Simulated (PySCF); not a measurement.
# CO$_{2}$, SMILES `O=C=O`: electronic structure

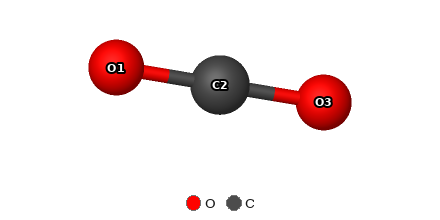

The molecule, with its atoms numbered as below. No frequency check shows the geometry to be a minimum.

Cartesian coordinates (Å):

```
O1      -1.1437    0.0001    0.0000
C2       0.0000   -0.0001    0.0000
O3       1.1437    0.0001    0.0000
```

Part 1: Bonding charge

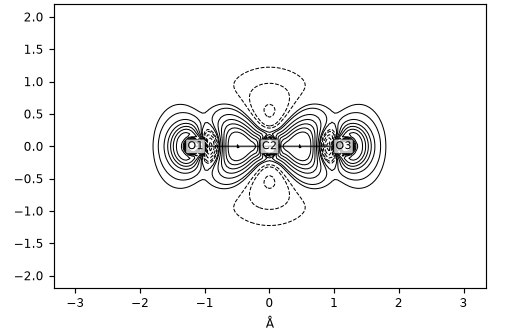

Deformation density (molecule less spherical, spin-averaged free atoms) in the molecular plane; contours at ±0.05 to ±0.8 e/Å³; solid lines: gain, dashed lines: loss.

PySCF calculation, M06-2X/def2-SVP, gas phase; geometry: GFN2-xTB.

> Describe the bonding that the map shows.

O1–C2 and C2–O3: +0.75 e/Å³ at the bond critical point (bond length 1.14 Å, Mayer order 2.2). In all, 0.7 electrons gather in the regions of gain relative to the promolecule.

> Where do the Hirshfeld charges lie?

The highest Hirshfeld charge is on C2 (+0.35 e), the lowest on O1 and O3 (−0.18 e).

Part 2: Bond critical points

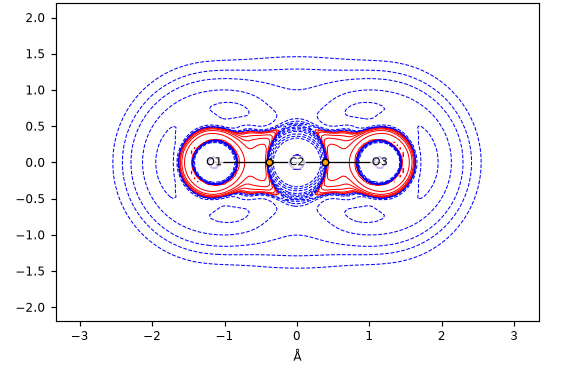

Negative Laplacian of the density (−∇²ρ) in the molecular plane (solid red lines positive, dashed blue lines negative, contours at ±0.02 to ±8 a.u.), with bond paths and bond critical points (dots).

> At which bond critical points in this plane is charge locally concentrated, and at which depleted?

At none is it concentrated. Depleted (∇²ρ > 0): O1–C2 and C2–O3 (+0.93 a.u., H = −0.822). A positive Laplacian with clearly negative H marks a strongly polar covalent bond, whose critical point lies close to the core of the less electronegative atom.

> Where along O1–C2 does the critical point lie?

0.76 Å from O1 and 0.38 Å from C2.

Part 3: Local ionisation energy

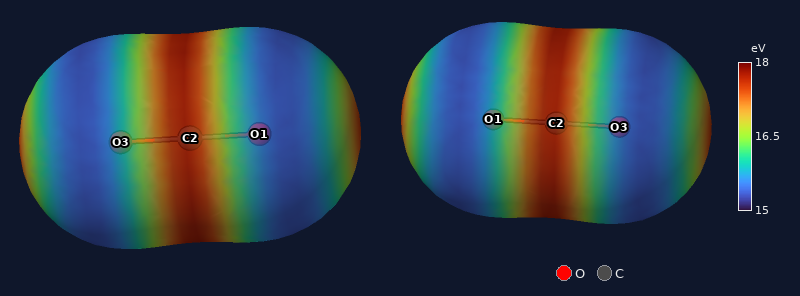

Average local ionisation energy on the surface of electron density 0.001 a.u. (back view left, front view right).

> Locate the minima of the map.

The lowest value is 15.3 eV, 1.7 Å from O3, and at like points elsewhere. For comparison, the highest occupied orbital lies at −12.1 eV.

The PySCF run shown took 2.1 s on 1 thread of Intel(R) Xeon(R) 6975P-C (Granite Rapids), on a shared host.
